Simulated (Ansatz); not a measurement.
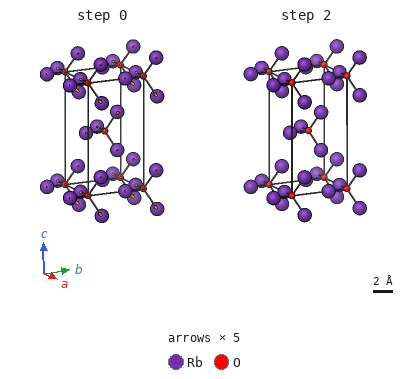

The structure of crystalline Rb₄O (a generated structure, set up in P1) (coarse preliminary run) before (left) and after (right) a relaxation, at one scale. The orange arrows give the displacements (the part carried along by the change of the cell is left out), magnified 5 times.

Style: ball-and-stick. Shown: the cell of the calculation, slightly off an axis.

Method: DFT PBE, scalar-relativistic, plane waves, PAW in Ansatz. Settings: plane-wave cutoff 420 eV; k-point mesh 4 × 4 × 2; occupations gaussian; smearing width 0.2 eV; no spin polarisation; cell and atoms relaxed; force threshold 0.025 eV/Å; at most 60 steps.

> Summarise the run.

The run was cut off at its time limit before the program reported convergence, but its last step already meets the force threshold: the largest component is 0.0053 eV/Å against 0.025 eV/Å. The pressure is within 0.01 GPa of its target. Over 2 geometry steps the energy falls by 6.3 meV per atom. Largest force component: 0.39 eV/Å at the start, 0.0053 eV/Å at the end. Pressure: −0.09 GPa at the start and 0.00 GPa at the end. A Rb atom moves most relative to the cell: 0.13 Å roughly along [−3 −3 2]. By element the largest moves are Rb 0.13 Å, O 0.08 Å. Cell: a 7.653 → 7.642 Å (−0.1 %), b 7.645 → 7.626 Å (−0.2 %), c 12.531 → 12.556 Å (+0.2 %), γ 108.3° → 108.6°. Volume −0.4 %. Among the contacts that change: O–Rb 2.695 → 2.559 Å, O–Rb 2.663 → 2.556 Å, O–Rb 2.482 → 2.555 Å, O–Rb 2.611 → 2.556 Å. Bond angles that change, for instance: Rb–O–Rb 104.9° → 108.8°, Rb–O–Rb 112.8° → 109.5°, Rb–O–Rb 111.5° → 109.2°. The space group stays P1 (No. 1).
